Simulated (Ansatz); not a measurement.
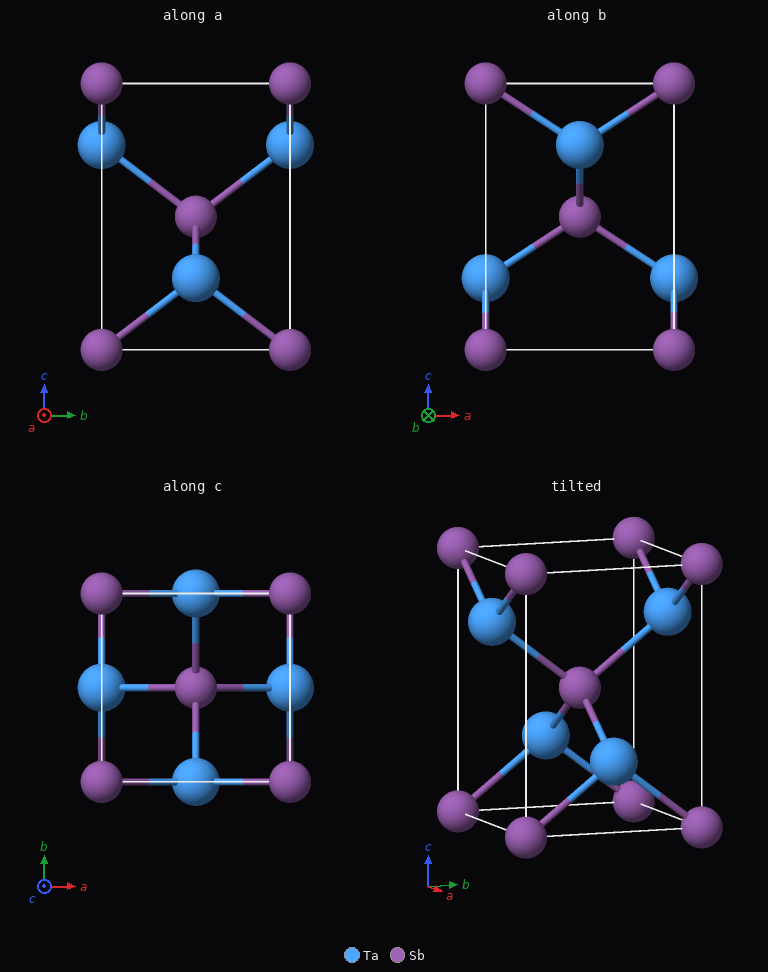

Drawn in the ball-and-stick manner and seen along the a axis, along the b axis, along the c axis and slightly off an axis. One conventional unit cell is framed, with atoms on its boundary repeated.

Lattice parameters: a = 4.418 Å, b = 4.418 Å, c = 6.248 Å, α = 90.00°, β = 90.00°, γ = 90.00°.

### Express the structure as a table of Wyckoff sites, with free fractional coordinates to two decimals.

Space group Imm2 (No. 44).
| atom | site | x | y | z |
| --- | --- | --- | --- | --- |
| Ta | 2b | 0.00 | 0.50 | 0.27 |
| Sb | 2a | 0.00 | 0.00 | 0.00 |

Origin of the cell: a structure type filled with these elements by a generator (whether the compound takes this form wasn't checked). The cell was then strained or its atoms displaced on purpose. It was run through Ansatz as a DFT input.

At this level of theory the run's own cell isn't at rest (forces up to 1.2 eV/Å), so its distances can differ from those at equilibrium, the more so the softer the solid.
